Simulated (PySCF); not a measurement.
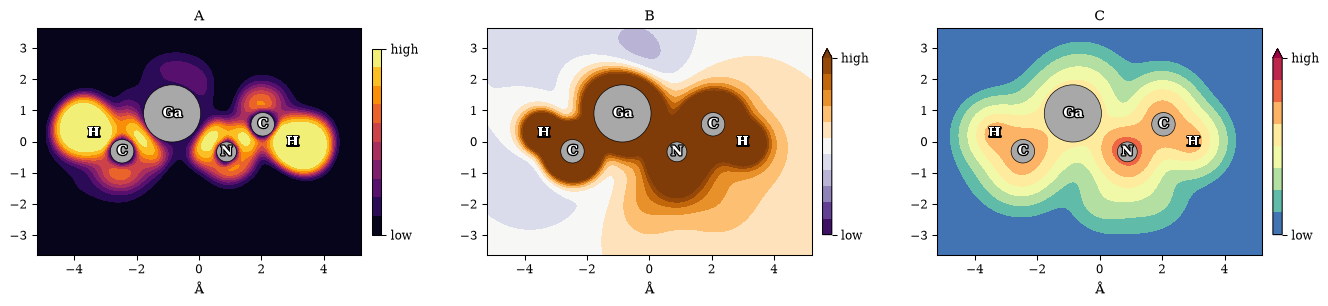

C4H14GaN (SMILES [CH3][GaH2-][N+](C)(C)C): 3 fields on the plane of atoms N3, C5 and H16, with unlabelled colour scales. Grey discs cover the atomic cores.

Geometry: GFN2-xTB.

All numbers below come from PBE0/def2-SVPD, SCF density, gas phase (PySCF).

### Which field does each panel show? The fields are: electron density, electron localisation function and electrostatic potential.

Panel A: electron localisation function. Panel B: electrostatic potential (strongly positive close to the atoms, with negative regions outside electron-rich atoms). Panel C: electron density. From the grid: C–N (1.46 Å): ρ at the midpoint is about 1.9 e/Å³; the ELF peaks at about 0.95 between the atoms: a shared electron pair. C–Ga (2.01 Å): the density is about 0.73 e/Å³ at the midpoint; the ELF peaks at about 0.90 in the valence shell of C, 0.7 Å from its nucleus, and is about 0.60 at the midpoint.
